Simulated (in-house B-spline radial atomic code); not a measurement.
**Mg⁺: a fraction of an electron moved 2s → 3s**

How does the r2SCAN0 energy of Mg⁺ change when part of an electron is moved 2s → 3s?

Program: in-house B-spline radial atomic code version 1. Level of theory: non-relativistic r2SCAN0, spin-polarised, spherical fractional occupations, point nucleus, basis-set limit. These are calculated values, not measurements, unless marked.

### 1 The atom as given

| Quantity | Value |
| --- | --- |
| element | magnesium (Z = 12) |
| charge | +1 |
| electrons | 11 |
| configuration | [Ne] 3s1 |
| Hamiltonian | non-relativistic |
| nucleus | point |

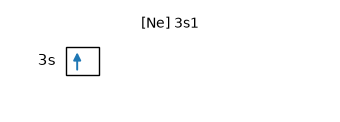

Occupation of the outer shells (arrows by Hund's rule).

Where spins are not typed, each open shell is filled with up spins first.

### 2 The start, at fraction 0

Settings of the run:

```ini
Z = 12
electrons = 11.0
configuration = [Ne] 3s1
hamiltonian = nr
method = r2scan0
spin_polarised = True
```

The program writes no log. Results of the run, from its result record (rounded, main fields):

```text
{
  "status": "converged",
  "scf [iteration, energy, orbital gradient]": [
    [1, -199.765271391, 0.0235],
    [2, -199.76758263, 0.00164],
    [3, -199.767626879, 0.000866],
    [4, -199.767630987, 0.000476],
    [5, -199.767632244, 6.06e-05],
    [6, -199.767632294, 2.42e-05],
    [7, -199.767632305, 4.43e-06],
    [8, -199.767632305, 1.75e-07],
    [9, -199.767632305, 1.36e-08]
  ],
  "energy [hartree]": {"total": -199.767632305, "kinetic": 199.43483165, "nuclear": -475.155284262, "coulomb": 92.2003596908, "exact_exchange": -3.96222655396, "xc": -12.2853128296},
  "orbitals [hartree, bohr; first row names the columns]": [
    ["name", "occ", "eps", "<r>", "<r^2>", "<1/r>", "r_max", "density_at_nucleus", "spin_orbit_zeta"],
    ["1s up", 1.0, -47.496171, 0.13082, 0.023053, 11.589, 0.085423, 512.96, "-"],
    ["1s down", 1.0, -47.491633, 0.13083, 0.023056, 11.588, 0.085429, 512.88, "-"],
    ["2s up", 1.0, -3.5526408, 0.69363, 0.57805, 2.1053, 0.54668, 33.017, "-"],
    ["2s down", 1.0, -3.5455947, 0.6949, 0.58016, 2.1014, 0.54721, 32.89, "-"],
    ["2p up", 3.0, -2.2325286, 0.68584, 0.602, 1.9563, 0.48102, "-", 0.0068213],
    ["2p down", 3.0, -2.2273435, 0.68449, 0.59799, 1.9576, 0.48113, "-", 0.0068271],
    ["3s up", 1.0, -0.47067984, 2.7863, 8.8966, 0.46999, 2.3695, 1.9827, "-"]
  ],
  "sum_r [bohr^k]": {"-1": 39.59627, "1": 8.547489, "2": 13.70083},
  "density_at_nucleus [bohr^-3]": 1093.729,
  "spin_density_at_nucleus [bohr^-3]": 2.197609,
  "mass_velocity [hartree]": -1.401487,
  "darwin [hartree]": 1.097846
}
```

Run time: 0.13 s. Hardware: 1 thread, shared host.

Meta-GGA runs start from a PBE run whose iterations are not counted.

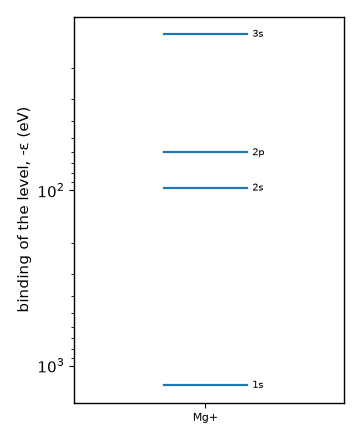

Orbital energies of this run on a logarithmic scale (up spins).

### 3 0.125 electron moved 2s → 3s

Settings of the run:

```ini
Z = 12
electrons = 11.0
configuration = [He] 2s1.875 2p6 3s1.125
hamiltonian = nr
method = r2scan0
spin_polarised = True
```

Result record:

```text
{
  "status": "converged",
  "scf [iteration, energy, orbital gradient]": [
    [1, -199.363904805, 0.0236],
    [2, -199.366625313, 0.00145],
    [3, -199.366664089, 0.000742],
    [4, -199.366671463, 0.000402],
    [5, -199.366675138, 6.07e-05],
    [6, -199.366675377, 2.11e-05],
    [7, -199.366675398, 8.45e-06],
    [8, -199.366675402, 1.39e-06],
    [9, -199.366675402, 2.83e-07],
    [10, -199.366675402, 4.08e-08]
  ],
  "energy [hartree]": {"total": -199.366675402, "kinetic": 199.031472604, "nuclear": -473.650545884, "coulomb": 91.3627455157, "exact_exchange": -3.90996452402, "xc": -12.2003831144},
  "orbitals [hartree, bohr; first row names the columns]": [
    ["name", "occ", "eps", "<r>"],
    ["1s up", 1.0, -47.601272, 0.13081],
    ["1s down", 1.0, -47.587116, 0.13084],
    ["2s up", 1.0, -3.6339701, 0.69061],
    ["2s down", 0.875, -3.5747885, 0.69341],
    ["2p up", 3.0, -2.3139137, 0.68021],
    ["2p down", 3.0, -2.2904722, 0.68036],
    ["3s up", 1.0, -0.48608779, 2.7461],
    ["3s down", 0.125, -0.36267821, 2.9547]
  ],
  "sum_r [bohr^k]": {"-1": 39.47088, "1": 8.756137, "2": 14.56662},
  "energy_minus_base [hartree]": 0.400956902
}
```

Wall time 0.14 s (1 thread, shared host).

energy_minus_base is the energy less that of the reference run.

### 4 0.25 electron moved 2s → 3s

Settings of the run:

```ini
Z = 12
electrons = 11.0
configuration = [He] 2s1.75 2p6 3s1.25
hamiltonian = nr
method = r2scan0
spin_polarised = True
```

Result record:

```text
{
  "status": "converged",
  "scf [iteration, energy, orbital gradient]": [
    [1, -198.962456735, 0.0237],
    [2, -198.965162797, 0.00128],
    [3, -198.965196274, 0.000661],
    [4, -198.965204827, 0.000353],
    [5, -198.965209489, 8.06e-05],
    [6, -198.965209837, 2.3e-05],
    [7, -198.965209861, 9.2e-06],
    [8, -198.965209864, 1.05e-06],
    [9, -198.965209864, 6.87e-08]
  ],
  "energy [hartree]": {"total": -198.965209864, "kinetic": 198.628880733, "nuclear": -472.1632615, "coulomb": 90.5501949898, "exact_exchange": -3.86354032251, "xc": -12.1174837642},
  "orbitals [hartree, bohr; first row names the columns]": [
    ["name", "occ", "eps", "<r>"],
    ["1s up", 1.0, -47.704959, 0.1308],
    ["1s down", 1.0, -47.68115, 0.13085],
    ["2s up", 1.0, -3.7135564, 0.68769],
    ["2s down", 0.75, -3.6019121, 0.69202],
    ["2p up", 3.0, -2.3937291, 0.67492],
    ["2p down", 3.0, -2.3517921, 0.6764],
    ["3s up", 1.0, -0.49864422, 2.704],
    ["3s down", 0.25, -0.39140275, 2.8708]
  ],
  "sum_r [bohr^k]": {"-1": 39.34694, "1": 8.944015, "2": 15.28677},
  "energy_minus_base [hartree]": 0.80242244
}
```

Wall time 0.14 s (1 thread, shared host).

### 5 0.375 electron moved 2s → 3s

Settings of the run:

```ini
Z = 12
electrons = 11.0
configuration = [He] 2s1.625 2p6 3s1.375
hamiltonian = nr
method = r2scan0
spin_polarised = True
```

Result record:

```text
{
  "status": "converged",
  "scf [iteration, energy, orbital gradient]": [
    [1, -198.561467518, 0.0237],
    [2, -198.564064961, 0.00113],
    [3, -198.564092001, 0.000586],
    [4, -198.564099886, 0.000312],
    [5, -198.564104282, 7.75e-05],
    [6, -198.564104617, 2.24e-05],
    [7, -198.564104638, 9.04e-06],
    [8, -198.564104641, 1.19e-06],
    [9, -198.564104641, 1.15e-07]
  ],
  "energy [hartree]": {"total": -198.564104641, "kinetic": 198.227173799, "nuclear": -470.687680169, "coulomb": 89.7568148871, "exact_exchange": -3.82308361022, "xc": -12.0373295478},
  "orbitals [hartree, bohr; first row names the columns]": [
    ["name", "occ", "eps", "<r>"],
    ["1s up", 1.0, -47.807657, 0.13079],
    ["1s down", 1.0, -47.774167, 0.13085],
    ["2s up", 1.0, -3.7919506, 0.68484],
    ["2s down", 0.625, -3.6274144, 0.69065],
    ["2p up", 3.0, -2.4724837, 0.66988],
    ["2p down", 3.0, -2.4117976, 0.67252],
    ["3s up", 1.0, -0.50998944, 2.6638],
    ["3s down", 0.375, -0.42025407, 2.7976]
  ],
  "sum_r [bohr^k]": {"-1": 39.22397, "1": 9.118254, "2": 15.91439},
  "energy_minus_base [hartree]": 1.20352766
}
```

Run time: 0.13 s. Hardware: 1 thread, shared host.

### 6 0.5 electron moved 2s → 3s

Settings of the run:

```ini
Z = 12
electrons = 11.0
configuration = [He] 2s1.5 2p6 3s1.5
hamiltonian = nr
method = r2scan0
spin_polarised = True
```

Result record:

```text
{
  "status": "converged",
  "scf [iteration, energy, orbital gradient]": [
    [1, -198.160933802, 0.0238],
    [2, -198.163389913, 0.00102],
    [3, -198.163411555, 0.000533],
    [4, -198.16341834, 0.000304],
    [5, -198.163422119, 7.32e-05],
    [6, -198.16342241, 2.01e-05],
    [7, -198.163422429, 7.85e-06],
    [8, -198.163422431, 1.67e-06],
    [9, -198.163422431, 1.65e-07],
    [10, -198.163422431, 8e-08]
  ],
  "energy [hartree]": {"total": -198.163422431, "kinetic": 197.826047817, "nuclear": -469.220976786, "coulomb": 88.9800035343, "exact_exchange": -3.78867846383, "xc": -11.9598185322},
  "orbitals [hartree, bohr; first row names the columns]": [
    ["name", "occ", "eps", "<r>"],
    ["1s up", 1.0, -47.909588, 0.13078],
    ["1s down", 1.0, -47.866381, 0.13086],
    ["2s up", 1.0, -3.8693858, 0.68207],
    ["2s down", 0.5, -3.6514569, 0.68927],
    ["2p up", 3.0, -2.5503998, 0.66506],
    ["2p down", 3.0, -2.4706981, 0.66874],
    ["3s up", 1.0, -0.52081814, 2.6259],
    ["3s down", 0.5, -0.44774815, 2.7325]
  ],
  "sum_r [bohr^k]": {"-1": 39.10175, "1": 9.281905, "2": 16.47378},
  "energy_minus_base [hartree]": 1.60420987
}
```

Run time: 0.14 s. Hardware: 1 thread, shared host.

### 7 0.625 electron moved 2s → 3s

Settings of the run:

```ini
Z = 12
electrons = 11.0
configuration = [He] 2s1.375 2p6 3s1.625
hamiltonian = nr
method = r2scan0
spin_polarised = True
```

Result record:

```text
{
  "status": "converged",
  "scf [iteration, energy, orbital gradient]": [
    [1, -197.760866729, 0.0239],
    [2, -197.763174047, 0.00104],
    [3, -197.763191244, 0.000577],
    [4, -197.763196806, 0.000329],
    [5, -197.763199829, 6.79e-05],
    [6, -197.76320004, 1.37e-05],
    [7, -197.763200054, 5.06e-06],
    [8, -197.763200056, 1.55e-06],
    [9, -197.763200056, 2.49e-07],
    [10, -197.763200056, 1.19e-07]
  ],
  "energy [hartree]": {"total": -197.763200056, "kinetic": 197.425542984, "nuclear": -467.76200171, "coulomb": 88.218535743, "exact_exchange": -3.76041446556, "xc": -11.8848626073},
  "orbitals [hartree, bohr; first row names the columns]": [
    ["name", "occ", "eps", "<r>"],
    ["1s up", 1.0, -48.010845, 0.13077],
    ["1s down", 1.0, -47.95788, 0.13087],
    ["2s up", 1.0, -3.9459739, 0.67936],
    ["2s down", 0.375, -3.6740549, 0.6879],
    ["2p up", 3.0, -2.6275803, 0.66044],
    ["2p down", 3.0, -2.5285608, 0.66504],
    ["3s up", 1.0, -0.53126696, 2.5901],
    ["3s down", 0.625, -0.47433347, 2.6738]
  ],
  "sum_r [bohr^k]": {"-1": 38.98017, "1": 9.43663, "2": 16.97827},
  "energy_minus_base [hartree]": 2.00443225
}
```

It took 0.14 s on 1 thread, shared host.

### 8 0.75 electron moved 2s → 3s

Settings of the run:

```ini
Z = 12
electrons = 11.0
configuration = [He] 2s1.25 2p6 3s1.75
hamiltonian = nr
method = r2scan0
spin_polarised = True
```

Result record:

```text
{
  "status": "converged",
  "scf [iteration, energy, orbital gradient]": [
    [1, -197.361347039, 0.0239],
    [2, -197.363511017, 0.00102],
    [3, -197.363524575, 0.000557],
    [4, -197.363528933, 0.000317],
    [5, -197.363531206, 5.53e-05],
    [6, -197.363531338, 1.03e-05],
    [7, -197.363531346, 4.29e-06],
    [8, -197.363531347, 1.85e-06],
    [9, -197.363531347, 3.27e-07],
    [10, -197.363531347, 2.99e-08]
  ],
  "energy [hartree]": {"total": -197.363531347, "kinetic": 197.025863901, "nuclear": -466.310251817, "coulomb": 87.4716946984, "exact_exchange": -3.73837976214, "xc": -11.8124583674},
  "orbitals [hartree, bohr; first row names the columns]": [
    ["name", "occ", "eps", "<r>"],
    ["1s up", 1.0, -48.111466, 0.13075],
    ["1s down", 1.0, -48.048702, 0.13088],
    ["2s up", 1.0, -4.0217811, 0.67672],
    ["2s down", 0.25, -3.6951492, 0.68653],
    ["2p up", 3.0, -2.7040816, 0.656],
    ["2p down", 3.0, -2.5853889, 0.66141],
    ["3s up", 1.0, -0.54139564, 2.5561],
    ["3s down", 0.75, -0.50034587, 2.6203]
  ],
  "sum_r [bohr^k]": {"-1": 38.85919, "1": 9.583546, "2": 17.4367},
  "energy_minus_base [hartree]": 2.40410096
}
```

Wall time 0.14 s (1 thread, shared host).

### 9 0.875 electron moved 2s → 3s

Settings of the run:

```ini
Z = 12
electrons = 11.0
configuration = [He] 2s1.125 2p6 3s1.875
hamiltonian = nr
method = r2scan0
spin_polarised = True
```

Result record:

```text
{
  "status": "converged",
  "scf [iteration, energy, orbital gradient]": [
    [1, -196.962505699, 0.024],
    [2, -196.964533658, 0.00102],
    [3, -196.964544444, 0.000544],
    [4, -196.964547792, 0.000297],
    [5, -196.964549433, 4.38e-05],
    [6, -196.964549502, 8.44e-06],
    [7, -196.964549505, 2.91e-06],
    [8, -196.964549506, 6.25e-07],
    [9, -196.964549506, 1.75e-07],
    [10, -196.964549506, 3.37e-08]
  ],
  "energy [hartree]": {"total": -196.964549506, "kinetic": 196.627103549, "nuclear": -464.865095152, "coulomb": 86.738727998, "exact_exchange": -3.72265390601, "xc": -11.7426319947},
  "orbitals [hartree, bohr; first row names the columns]": [
    ["name", "occ", "eps", "<r>"],
    ["1s up", 1.0, -48.211502, 0.13074],
    ["1s down", 1.0, -48.138899, 0.13089],
    ["2s up", 1.0, -4.0968775, 0.67414],
    ["2s down", 0.125, -3.7146522, 0.68516],
    ["2p up", 3.0, -2.7799653, 0.65173],
    ["2p down", 3.0, -2.6411733, 0.65786],
    ["3s up", 1.0, -0.55124401, 2.5237],
    ["3s down", 0.875, -0.52596152, 2.5711]
  ],
  "sum_r [bohr^k]": {"-1": 38.73876, "1": 9.723605, "2": 17.85621},
  "energy_minus_base [hartree]": 2.8030828
}
```

Run time: 0.14 s. Hardware: 1 thread, shared host.

### 10 1 electron moved 2s → 3s

Settings of the run:

```ini
Z = 12
electrons = 11.0
configuration = [He] 2s1 2p6 3s2
hamiltonian = nr
method = r2scan0
spin_polarised = True
```

Result record:

```text
{
  "status": "converged",
  "scf [iteration, energy, orbital gradient]": [
    [1, -196.564513348, 0.0241],
    [2, -196.566406424, 0.00103],
    [3, -196.566415333, 0.000554],
    [4, -196.566417939, 0.000298],
    [5, -196.566419129, 3.52e-05],
    [6, -196.566419161, 7.45e-06],
    [7, -196.566419162, 2.42e-06],
    [8, -196.566419163, 3.81e-07],
    [9, -196.566419163, 4.34e-08]
  ],
  "energy [hartree]": {"total": -196.566419162, "kinetic": 196.229406487, "nuclear": -463.426103155, "coulomb": 86.0190339976, "exact_exchange": -3.71331221656, "xc": -11.6754442758},
  "orbitals [hartree, bohr; first row names the columns]": [
    ["name", "occ", "eps", "<r>"],
    ["1s up", 1.0, -48.310985, 0.13073],
    ["1s down", 1.0, -48.228515, 0.1309],
    ["2s up", 1.0, -4.1713195, 0.67162],
    ["2p up", 3.0, -2.8552803, 0.64762],
    ["2p down", 3.0, -2.6958689, 0.65437],
    ["3s up", 1.0, -0.56083931, 2.4928],
    ["3s down", 1.0, -0.55129535, 2.5255]
  ],
  "sum_r [bohr^k]": {"-1": 38.61884, "1": 9.857566, "2": 18.24234},
  "energy_minus_base [hartree]": 3.20121314
}
```

Wall time 0.14 s (1 thread, shared host).

### 11 Results

| fraction | energy change (eV) | less the straight line (eV) | level 2s down (eV) | level 3s down (eV) | sum of <r²> (bohr²) |
| --- | --- | --- | --- | --- | --- |
| 0 | 0.0000 | 0.0000 | -96.481 | empty | 13.701 |
| 0.125 | 10.9106 | 0.0219 | -97.275 | -9.869 | 14.567 |
| 0.25 | 21.8350 | 0.0577 | -98.013 | -10.651 | 15.287 |
| 0.375 | 32.7497 | 0.0836 | -98.707 | -11.436 | 15.914 |
| 0.5 | 43.6528 | 0.0981 | -99.361 | -12.184 | 16.474 |
| 0.625 | 54.5434 | 0.1000 | -99.976 | -12.907 | 16.978 |
| 0.75 | 65.4189 | 0.0868 | -100.55 | -13.615 | 17.437 |
| 0.875 | 76.2758 | 0.0550 | -101.08 | -14.312 | 17.856 |
| 1 | 87.1094 | 0.0000 | empty | -15.002 | 18.242 |

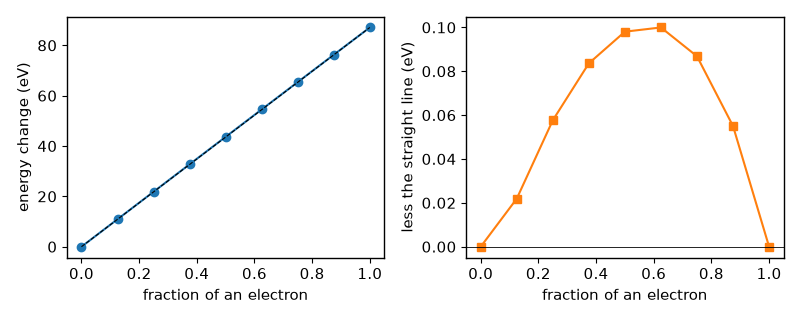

Energy against the fraction, with the straight line between the ends (left), and the difference from it (right).

What this shows: From fraction 0 to 1 the energy changes by 87.109 eV. It bulges over the straight line by up to 0.10 eV (at 0.625). Slater's transition state, the slope from the orbital energies at fraction 0.5 (Janak's theorem), gives 87.177 eV for the whole step.
